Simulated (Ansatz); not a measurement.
**H4N2OSi + H2: a complex and its separated parts**

Aim: how far the complex at one end of a reaction step lies below its separated, relaxed parts, level by level.

Computed with Ansatz 0.2.0, Gaussian basis. Level: PBE0-D4/def2-TZVP structures, single points in def2-TZVPP, no counterpoise correction.

Levels: SPW92, PBE-D4, BLYP-D4, r2SCAN-D4, B97M-V, PBE0-D4, B3LYP-D4, r2SCAN0-D4, BHLYP-D4, CAM-B3LYP-D4, wB97X-V, wB97M-V, B2PLYP, PBE-QIDH, RPA on PBE, Hartree-Fock, MP2, CCSD, CCSD(T).

Correlated methods freeze the cores. B3LYP uses VWN-RPA correlation. B2PLYP carries no dispersion term here.

56 further runs of the same task are left out: 56 set aside as unsound or not needed. Runs told in other sessions of the task aren't counted.

## Step 1: Where the work starts

The complex: 10 atoms, charge 0, spin multiplicity 1.

Atoms are counted from 1 here; the program's logs count them from 0.

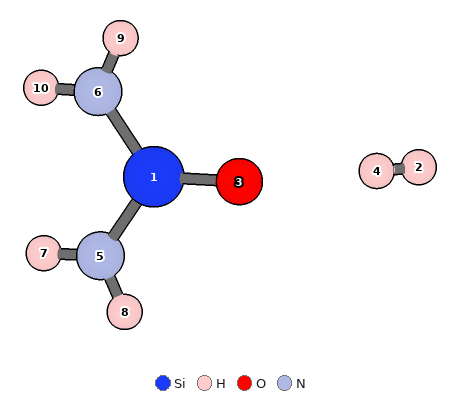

The starting geometry (silicon blue, hydrogen pink, oxygen red, nitrogen light blue); atoms are numbered from 1 in the order of the file.

As a file:

```mol
H6N2OSi
  3D, bonds by distance, orders not assigned

 10  8  0  0  0  0  0  0  0  0999 V2000
   -0.1855    0.3142    0.1824 Si  0  0
    0.8791   -1.3507   -3.7346 H   0  0
   -0.1831    0.3834   -1.3323 O   0  0
    0.6139   -0.9149   -3.1845 H   0  0
    1.0011    0.9518    1.1813 N   0  0
   -1.3758   -0.4102    1.1153 N   0  0
    1.0094    0.9111    2.1850 H   0  0
    1.7971    1.4250    0.7895 H   0  0
   -2.1693   -0.8478    0.6793 H   0  0
   -1.3869   -0.4621    2.1185 H   0  0
  1  3  8  0
  1  5  8  0
  1  6  8  0
  2  4  8  0
  5  7  8  0
  5  8  8  0
  6  9  8  0
  6 10  8  0
M  END
```

Its parts: H4N2OSi holds atoms 1, 3, 5, 6, 7, 8, 9, 10; H2 holds atoms 2, 4. Each part counts its atoms afresh in its own runs.

## Step 2: Relaxing H4N2OSi alone

relax-a/in.yaml

```yaml
crystal:
  periodic: [false, false, false]
  atoms:
    - {symbol: Si, position_ang: [-0.185471, 0.314249, 0.182422]}
    - {symbol: O, position_ang: [-0.183063, 0.383362, -1.332252]}
    - {symbol: N, position_ang: [1.001052, 0.951817, 1.181307]}
    - {symbol: N, position_ang: [-1.375836, -0.410195, 1.115328]}
    - {symbol: H, position_ang: [1.009394, 0.911130, 2.185028]}
    - {symbol: H, position_ang: [1.797093, 1.425026, 0.789466]}
    - {symbol: H, position_ang: [-2.169276, -0.847808, 0.679327]}
    - {symbol: H, position_ang: [-1.386898, -0.462078, 2.118503]}
basis:
  gaussian: {orbitals: def2-TZVP}
hamiltonian: {xc: pbe0, dispersion: d4}
relax: {f_tol: 0.005, max_steps: 200}
```

Command:

```
> ansatz run in.yaml --threads 4 --pin off --events-out ev --progress --plain --max-ram 9574MiB
```

The log of the run (excerpt; [...] marks lines left out):

```text
Functional definition: PBE0
  name "PBE0"
  cite "Adamo & Barone, J. Chem. Phys. 110, 6158 (1999) doi:10.1063/1.478522"
  cite "Perdew, Burke & Ernzerhof, Phys. Rev. Lett. 77, 3865 (1996) doi:10.1103/PhysRevLett.77.3865"
  parent pbe
[...]
905 factors; their error is unknown
[...]
mean field -12965.73289551 eV, -476.4818954204 hartree, gradient 4.1e-5 eV, S^2 0.000000; 0 other end points of the search recorded, 0 dependent functions left out
[...]
reference -12965.73292212 eV, -476.4818963984 hartree; 20, 20 occupied and 134, 134 virtual orbitals, 905 factors
[...]
Atom 0 at    -0.185495     0.314433     0.179253 Å, force     0.000094     0.000028    -0.000708 eV/Å
Atom 1 at    -0.182965     0.383369    -1.334799 Å, force     0.000004    -0.000046     0.000956 eV/Å
Atom 2 at     1.000253     0.950687     1.181670 Å, force     0.000391     0.000180     0.000267 eV/Å
Atom 3 at    -1.374480    -0.410104     1.115740 Å, force    -0.000489    -0.000332     0.000332 eV/Å
Atom 4 at     1.006800     0.909699     2.185308 Å, force    -0.000258    -0.000143    -0.000282 eV/Å
Atom 5 at     1.796323     1.425125     0.791562 Å, force    -0.000209    -0.000043    -0.000137 eV/Å
Atom 6 at    -2.169081    -0.847166     0.681472 Å, force     0.000174     0.000177    -0.000144 eV/Å
Atom 7 at    -1.384361    -0.460539     2.118921 Å, force     0.000293     0.000179    -0.000284 eV/Å
Dipole moment:    -0.001923    -0.053276     1.168772 e Å
```

Wall time 8 s (4 threads of Arm Neoverse V1, shared host).

Along the way:

| step | energy from step 1 (eV) | largest force component (eV/Å) |
| --- | --- | --- |
| 1 | 0.0000 | 0.1016 |
| 2 | -0.0001 | 0.0575 |
| 3 | -0.0001 | 0.0075 |
| 4 | -0.0001 | 0.0063 |
| 5 | -0.0001 | 0.0010 |

Close pairs (by a distance rule), those that changed most:

| bond | before (Å) | after (Å) | change (Å) |
| --- | --- | --- | --- |
| Si1–N3 | 1.677 | 1.678 | +0.001 |
| Si1–N4 | 1.677 | 1.678 | +0.001 |
| Si1–O2 | 1.516 | 1.516 | -0.001 |
| N3–H5 | 1.005 | 1.004 | -0.000 |
| N4–H8 | 1.005 | 1.004 | -0.000 |
| N4–H7 | 1.006 | 1.005 | -0.000 |
| N3–H6 | 1.006 | 1.005 | -0.000 |

## Step 3: Relaxing H2 alone

relax-b/in.yaml

```yaml
crystal:
  periodic: [false, false, false]
  atoms:
    - {symbol: H, position_ang: [0.879104, -1.350731, -3.734647]}
    - {symbol: H, position_ang: [0.613898, -0.914870, -3.184485]}
basis:
  gaussian: {orbitals: def2-TZVP}
hamiltonian: {xc: pbe0, dispersion: d4}
relax: {f_tol: 0.005, max_steps: 200}
```

Command:

```
> ansatz run in.yaml --threads 4 --pin off --events-out ev --progress --plain --max-ram 9574MiB
```

The log of the run (excerpt; [...] marks lines left out):

```text
[... 5 set-up lines as earlier in the session ...]
[...]
88 factors; their error is unknown
[...]
mean field -31.78833433 eV, -1.1681997398 hartree, gradient 1.7e-5 eV, S^2 0.000000; 0 other end points of the search recorded, 0 dependent functions left out
[...]
reference -31.78866850 eV, -1.1682120202 hartree; 1, 1 occupied and 11, 11 virtual orbitals, 88 factors
Total energy: -31.79027506 eV, -1.1682710603 hartree
Atom 0 at     0.878373    -1.349530    -3.733131 Å, force    -0.000947     0.001556     0.001965 eV/Å
Atom 1 at     0.614629    -0.916071    -3.186001 Å, force     0.000947    -0.001556    -0.001965 eV/Å
Dipole moment:    -0.000000     0.000000     0.000000 e Å
```

It took 0.15 s on 4 threads of Arm Neoverse V1, shared host.

The steps of the relaxation:

| step | energy from step 1 (eV) | largest force component (eV/Å) |
| --- | --- | --- |
| 1 | 0.0000 | 0.1100 |
| 2 | -0.0003 | 0.0020 |

The bond:

| bond | before (Å) | after (Å) | change (Å) |
| --- | --- | --- | --- |
| H1–H2 | 0.750 | 0.746 | -0.004 |

## Step 4: SPW92/def2-TZVPP

parta/in.yaml

```yaml
crystal:
  periodic: [false, false, false]
  atoms:
    - {symbol: Si, position_ang: [-0.185495, 0.314433, 0.179253]}
    - {symbol: O, position_ang: [-0.182965, 0.383369, -1.334799]}
    - {symbol: N, position_ang: [1.000253, 0.950687, 1.181670]}
    - {symbol: N, position_ang: [-1.374480, -0.410104, 1.115740]}
    - {symbol: H, position_ang: [1.006800, 0.909699, 2.185308]}
    - {symbol: H, position_ang: [1.796323, 1.425125, 0.791562]}
    - {symbol: H, position_ang: [-2.169081, -0.847166, 0.681472]}
    - {symbol: H, position_ang: [-1.384361, -0.460539, 2.118921]}
basis:
  gaussian: {orbitals: def2-TZVPP}
hamiltonian: {xc: lda}
```

partb/in.yaml

```yaml
crystal:
  periodic: [false, false, false]
  atoms:
    - {symbol: H, position_ang: [0.878373, -1.349530, -3.733131]}
    - {symbol: H, position_ang: [0.614629, -0.916071, -3.186001]}
basis:
  gaussian: {orbitals: def2-TZVPP}
hamiltonian: {xc: lda}
```

One command serves all of them, each in its own folder.

Command:

```
> ansatz run in.yaml --threads 4 --pin off --events-out ev --progress --plain --max-ram 9574MiB
```

Output in parta (excerpt; [...] marks lines left out):

```text
Functional definition: SPW92
  name "SPW92"
  cite "Dirac, Proc. Camb. Phil. Soc. 26, 376 (1930) doi:10.1017/S0305004100016108"
  cite "Slater, Phys. Rev. 81, 385 (1951) doi:10.1103/PhysRev.81.385"
  cite "Perdew & Wang, Phys. Rev. B 45, 13244 (1992) doi:10.1103/PhysRevB.45.13244"
[...]
985 factors; their error is unknown
[...]
mean field -12904.22814482 eV, -474.2216375221 hartree, gradient 1.8e-5 eV, S^2 0.000000; 0 other end points of the search recorded, 0 dependent functions left out
reference -12904.22817910 eV, -474.2216387821 hartree; 20, 20 occupied and 171, 171 virtual orbitals, 985 factors
Total energy: -12904.22817910 eV, -474.2216387821 hartree
```

partb printed (excerpt; [...] marks lines left out):

```text
[... 5 set-up lines as earlier in the session ...]
[...]
118 factors; their error is unknown
[...]
mean field -30.93531397 eV, -1.1368518198 hartree, gradient 4.4e-5 eV, S^2 0.000000; 0 other end points of the search recorded, 0 dependent functions left out
reference -30.93533465 eV, -1.1368525797 hartree; 1, 1 occupied and 27, 27 virtual orbitals, 118 factors
Total energy: -30.93533465 eV, -1.1368525797 hartree
```

Times: 0.65 s (parta), 0.1 s (partb) on 4 threads of Arm Neoverse V1, shared host.

## Step 5: PBE-D4/def2-TZVPP

Each input of step 4 (parta, partb) changes in the same lines:

```diff
-hamiltonian: {xc: lda}
+hamiltonian: {xc: pbe, dispersion: d4}
```

The same command starts each run, in its folder.

Command:

```
> ansatz run in.yaml --threads 4 --pin off --events-out ev --progress --plain --max-ram 9574MiB
```

parta printed (excerpt; [...] marks lines left out):

```text
Functional definition: PBE
  name "PBE"
[... 2 set-up lines as earlier in the session ...]
[...]
985 factors; their error is unknown
[...]
mean field -12965.05050188 eV, -476.4568179171 hartree, gradient 4.6e-5 eV, S^2 0.000000; 0 other end points of the search recorded, 0 dependent functions left out
reference -12965.05053826 eV, -476.4568192543 hartree; 20, 20 occupied and 171, 171 virtual orbitals, 985 factors
Total energy: -12965.20209790 eV, -476.4623889681 hartree
```

Log of partb (excerpt; [...] marks lines left out):

```text
[... 4 set-up lines as earlier in the session ...]
[...]
118 factors; their error is unknown
[...]
mean field -31.73222622 eV, -1.1661378048 hartree, gradient 3.1e-5 eV, S^2 0.000000; 0 other end points of the search recorded, 0 dependent functions left out
reference -31.73224790 eV, -1.1661386014 hartree; 1, 1 occupied and 27, 27 virtual orbitals, 118 factors
Total energy: -31.73426713 eV, -1.1662128069 hartree
```

Times: 1 s (parta), 0.1 s (partb) on 4 threads of Arm Neoverse V1, shared host.

## Step 6: BLYP-D4/def2-TZVPP

The same edit goes into each in.yaml of step 5 (parta, partb):

```diff
-hamiltonian: {xc: pbe, dispersion: d4}
+hamiltonian: {xc: {name: BLYP}, dispersion: d4}
```

One command serves all of them, each in its own folder.

Command:

```
> ansatz run in.yaml --threads 4 --pin off --events-out ev --progress --plain --max-ram 9574MiB
```

Output in parta (excerpt; [...] marks lines left out):

```text
Functional definition: BLYP
  name "BLYP"
  cite "Becke, Phys. Rev. A 38, 3098 (1988) doi:10.1103/PhysRevA.38.3098"
  cite "Lee, Yang & Parr, Phys. Rev. B 37, 785 (1988) doi:10.1103/PhysRevB.37.785"
[...]
985 factors; their error is unknown
[...]
mean field -12973.69188497 eV, -476.7743828886 hartree, gradient 6.4e-5 eV, S^2 0.000000; 0 other end points of the search recorded, 0 dependent functions left out
reference -12973.69218962 eV, -476.7743940840 hartree; 20, 20 occupied and 171, 171 virtual orbitals, 985 factors
Total energy: -12974.03274963 eV, -476.7869094335 hartree
```

partb printed (excerpt; [...] marks lines left out):

```text
[... 4 set-up lines as earlier in the session ...]
[...]
118 factors; their error is unknown
[...]
mean field -31.82604709 eV, -1.1695856581 hartree, gradient 8.3e-5 eV, S^2 0.000000; 0 other end points of the search recorded, 0 dependent functions left out
reference -31.82623951 eV, -1.1695927296 hartree; 1, 1 occupied and 27, 27 virtual orbitals, 118 factors
Total energy: -31.83113744 eV, -1.1697727249 hartree
```

Times: 1.1 s (parta), 0.1 s (partb) on 4 threads of Arm Neoverse V1, shared host.

## Step 7: r2SCAN-D4/def2-TZVPP

Each input of step 6 (parta, partb) changes in the same lines:

```diff
-hamiltonian: {xc: {name: BLYP}, dispersion: d4}
+hamiltonian: {xc: r2scan, dispersion: d4}
```

The same command starts each run, in its folder.

Command:

```
> ansatz run in.yaml --threads 4 --pin off --events-out ev --progress --plain --max-ram 9574MiB
```

parta printed (excerpt; [...] marks lines left out):

```text
Functional definition: r2SCAN
  name "r2SCAN"
  cite "Furness, Kaplan, Ning, Perdew & Sun, J. Phys. Chem. Lett. 11, 8208 (2020) doi:10.1021/acs.jpclett.0c02405"
  cite "Furness, Kaplan, Ning, Perdew & Sun, J. Phys. Chem. Lett. 11, 9248 (2020) doi:10.1021/acs.jpclett.0c03077"
  parent r2scan
[...]
985 factors; their error is unknown
[...]
mean field -12971.55416691 eV, -476.6958231989 hartree, gradient 7.0e-5 eV, S^2 0.000000; 0 other end points of the search recorded, 0 dependent functions left out
reference -12971.55417737 eV, -476.6958235830 hartree; 20, 20 occupied and 171, 171 virtual orbitals, 985 factors
Total energy: -12971.58948791 eV, -476.6971212215 hartree
```

Output in partb (excerpt; [...] marks lines left out):

```text
[... 5 set-up lines as earlier in the session ...]
[...]
118 factors; their error is unknown
[...]
mean field -31.87204622 eV, -1.1712760950 hartree, gradient 4.1e-5 eV, S^2 0.000000; 0 other end points of the search recorded, 0 dependent functions left out
reference -31.87205284 eV, -1.1712763382 hartree; 1, 1 occupied and 27, 27 virtual orbitals, 118 factors
Total energy: -31.87255423 eV, -1.1712947638 hartree
```

Times: 2 s (parta), 0.3 s (partb) on 4 threads of Arm Neoverse V1, shared host.

## Step 8: B97M-V/def2-TZVPP

The same edit goes into each in.yaml of step 7 (parta, partb):

```diff
-hamiltonian: {xc: r2scan, dispersion: d4}
+hamiltonian: {xc: {name: B97M-V}}
```

The same command starts each run, in its folder.

Command:

```
> ansatz run in.yaml --threads 4 --pin off --events-out ev --progress --plain --max-ram 9574MiB
```

Log of parta (excerpt; [...] marks lines left out):

```text
Functional definition: B97M-V
  name "B97M-V"
  cite "Mardirossian & Head-Gordon, J. Chem. Phys. 142, 074111 (2015) doi:10.1063/1.4907719"
  cite "Becke, J. Chem. Phys. 107, 8554 (1997) doi:10.1063/1.475007"
  cite "Vydrov & Van Voorhis, J. Chem. Phys. 133, 244103 (2010) doi:10.1063/1.3521275"
  # Of w^i u^j: cxij and so on, Table III.
[...]
  gx(w, u) = cx00 + cx01*u + cx02*u^2 + (cx10 + cx11*u)*w
[...]
  gos(w, u) = cos00 + cos01*u + cos03*u^3 + cos10*w + cos32*w^3*u^2
[...]
      + integral(e_c_pw_mod_opposite_spin*gos(b97_w_opposite, b97_u_opposite)) + vv10(b, c)
985 factors; their error is unknown
[...]
mean field -12971.69579121 eV, -476.7010277957 hartree, gradient 2.5e-5 eV, S^2 0.000000; 0 other end points of the search recorded, 0 dependent functions left out
reference -12971.69584453 eV, -476.7010297552 hartree; 20, 20 occupied and 171, 171 virtual orbitals, 985 factors
Total energy: -12971.69584453 eV, -476.7010297552 hartree
```

Output in partb (excerpt; [...] marks lines left out):

```text
[... 5 set-up lines as earlier in the session ...]
  # Of w^i u^j: cxij and so on, Table III.
[...]
  gx(w, u) = cx00 + cx01*u + cx02*u^2 + (cx10 + cx11*u)*w
  gss(w, u) = css00 + css02*u^2 + css10*w + (css32*w^3 + css42*w^4)*u^2
  gos(w, u) = cos00 + cos01*u + cos03*u^3 + cos10*w + cos32*w^3*u^2
[...]
      + integral(e_c_pw_mod_opposite_spin*gos(b97_w_opposite, b97_u_opposite)) + vv10(b, c)
118 factors; their error is unknown
[...]
mean field -31.90527984 eV, -1.1724974080 hartree, gradient 8.2e-6 eV, S^2 0.000000; 0 other end points of the search recorded, 0 dependent functions left out
reference -31.90530952 eV, -1.1724984988 hartree; 1, 1 occupied and 27, 27 virtual orbitals, 118 factors
Total energy: -31.90530952 eV, -1.1724984988 hartree
```

Wall times: 3.7 s (parta), 0.15 s (partb) on 4 threads of Arm Neoverse V1, shared host.

## Step 9: PBE0-D4/def2-TZVPP

Each input of step 8 (parta, partb) changes in the same lines:

```diff
-hamiltonian: {xc: {name: B97M-V}}
+hamiltonian: {xc: pbe0, dispersion: d4}
+output: {orbitals: {seedname: orbitals}}
```

Each run has its own folder and the same command.

Command:

```
> ansatz run in.yaml --threads 4 --pin off --events-out ev --progress --plain --max-ram 9574MiB
```

parta printed (excerpt; [...] marks lines left out):

```text
[... 5 set-up lines as earlier in the session ...]
[...]
988 factors; their error is unknown
[...]
mean field -12965.83022021 eV, -476.4854720373 hartree, gradient 3.7e-5 eV, S^2 0.000000; 0 other end points of the search recorded, 0 dependent functions left out
reference -12965.83024772 eV, -476.4854730483 hartree; 20, 20 occupied and 171, 171 virtual orbitals, 988 factors
Total energy: -12965.95650846 eV, -476.4901130449 hartree
```

Log of partb (excerpt; [...] marks lines left out):

```text
[... 5 set-up lines as earlier in the session ...]
[...]
118 factors; their error is unknown
[...]
mean field -31.79610677 eV, -1.1684853718 hartree, gradient 5.5e-5 eV, S^2 0.000000; 0 other end points of the search recorded, 0 dependent functions left out
reference -31.79612277 eV, -1.1684859595 hartree; 1, 1 occupied and 27, 27 virtual orbitals, 118 factors
Total energy: -31.79772933 eV, -1.1685449996 hartree
```

They took 1.4 s (parta), 0.1 s (partb) on 4 threads of Arm Neoverse V1, shared host.

## Step 10: B3LYP-D4/def2-TZVPP

Each input of step 9 (parta, partb) changes in the same lines:

```diff
-hamiltonian: {xc: pbe0, dispersion: d4}
-output: {orbitals: {seedname: orbitals}}
+hamiltonian: {xc: {name: B3LYP}, dispersion: d4}
```

One command serves all of them, each in its own folder.

Command:

```
> ansatz run in.yaml --threads 4 --pin off --events-out ev --progress --plain --max-ram 9574MiB
```

Output in parta (excerpt; [...] marks lines left out):

```text
Functional definition: B3LYP
  name "B3LYP"
  cite "Stephens, Devlin, Chabalowski & Frisch, J. Phys. Chem. 98, 11623 (1994) doi:10.1021/j100096a001"
[... 2 set-up lines as earlier in the session ...]
  cite "Vosko, Wilk & Nusair, Can. J. Phys. 58, 1200 (1980) doi:10.1139/p80-159"
[...]
988 factors; their error is unknown
[...]
mean field -12975.49426208 eV, -476.8406190254 hartree, gradient 5.9e-5 eV, S^2 0.000000; 0 other end points of the search recorded, 0 dependent functions left out
reference -12975.49449292 eV, -476.8406275086 hartree; 20, 20 occupied and 171, 171 virtual orbitals, 988 factors
Total energy: -12975.74044971 eV, -476.8496662540 hartree
```

Output in partb (excerpt; [...] marks lines left out):

```text
[... 6 set-up lines as earlier in the session ...]
[...]
118 factors; their error is unknown
[...]
mean field -32.10922457 eV, -1.1799922386 hartree, gradient 4.6e-5 eV, S^2 0.000000; 0 other end points of the search recorded, 0 dependent functions left out
reference -32.10936667 eV, -1.1799974608 hartree; 1, 1 occupied and 27, 27 virtual orbitals, 118 factors
Total energy: -32.11251778 eV, -1.1801132617 hartree
```

They took 1.4 s (parta), 0.1 s (partb) on 4 threads of Arm Neoverse V1, shared host.

## Step 11: r2SCAN0-D4/def2-TZVPP

Each input of step 10 (parta, partb) changes in the same lines:

```diff
-hamiltonian: {xc: {name: B3LYP}, dispersion: d4}
+hamiltonian: {xc: {name: r2SCAN0}, dispersion: d4}
```

One command serves all of them, each in its own folder.

Command:

```
> ansatz run in.yaml --threads 4 --pin off --events-out ev --progress --plain --max-ram 9574MiB
```

Log of parta (excerpt; [...] marks lines left out):

```text
Functional definition: r2SCAN0
  name "r2SCAN0"
  cite "Bursch, Neugebauer, Ehlert & Grimme, J. Chem. Phys. 156, 134105 (2022) doi:10.1063/5.0086040"
[... 3 set-up lines as earlier in the session ...]
[...]
988 factors; their error is unknown
[...]
mean field -12970.64132433 eV, -476.6622768526 hartree, gradient 6.0e-5 eV, S^2 0.000000; 0 other end points of the search recorded, 0 dependent functions left out
reference -12970.64133258 eV, -476.6622771557 hartree; 20, 20 occupied and 171, 171 virtual orbitals, 988 factors
Total energy: -12970.68277383 eV, -476.6638000937 hartree
```

Log of partb (excerpt; [...] marks lines left out):

```text
[... 6 set-up lines as earlier in the session ...]
[...]
118 factors; their error is unknown
[...]
mean field -31.85186219 eV, -1.1705343455 hartree, gradient 1.4e-5 eV, S^2 0.000000; 0 other end points of the search recorded, 0 dependent functions left out
reference -31.85186732 eV, -1.1705345339 hartree; 1, 1 occupied and 27, 27 virtual orbitals, 118 factors
Total energy: -31.85240869 eV, -1.1705544292 hartree
```

Times: 2.3 s (parta), 0.3 s (partb) on 4 threads of Arm Neoverse V1, shared host.

## Step 12: BHLYP-D4/def2-TZVPP

The same edit goes into each in.yaml of step 11 (parta, partb):

```diff
-hamiltonian: {xc: {name: r2SCAN0}, dispersion: d4}
+hamiltonian: {xc: {name: BHLYP}, dispersion: d4}
```

One command serves all of them, each in its own folder.

Command:

```
> ansatz run in.yaml --threads 4 --pin off --events-out ev --progress --plain --max-ram 9574MiB
```

parta printed (excerpt; [...] marks lines left out):

```text
Functional definition: BHLYP
  name "BHLYP"
  cite "Becke, J. Chem. Phys. 98, 1372 (1993) doi:10.1063/1.464304"
[... 2 set-up lines as earlier in the session ...]
[...]
1061 factors; their error is unknown
[...]
mean field -12972.11788755 eV, -476.7165395500 hartree, gradient 3.8e-5 eV, S^2 0.000000; 0 other end points of the search recorded, 0 dependent functions left out
reference -12972.11804393 eV, -476.7165452969 hartree; 20, 20 occupied and 171, 171 virtual orbitals, 1061 factors
Total energy: -12972.30098101 eV, -476.7232681106 hartree
```

Output in partb (excerpt; [...] marks lines left out):

```text
[... 5 set-up lines as earlier in the session ...]
[...]
118 factors; their error is unknown
[...]
mean field -31.83804535 eV, -1.1700265861 hartree, gradient 5.6e-5 eV, S^2 0.000000; 0 other end points of the search recorded, 0 dependent functions left out
reference -31.83814092 eV, -1.1700300980 hartree; 1, 1 occupied and 27, 27 virtual orbitals, 118 factors
Total energy: -31.83988452 eV, -1.1700941741 hartree
```

They took 1.1 s (parta), 0.1 s (partb) on 4 threads of Arm Neoverse V1, shared host.

[end of part 1 of 2]
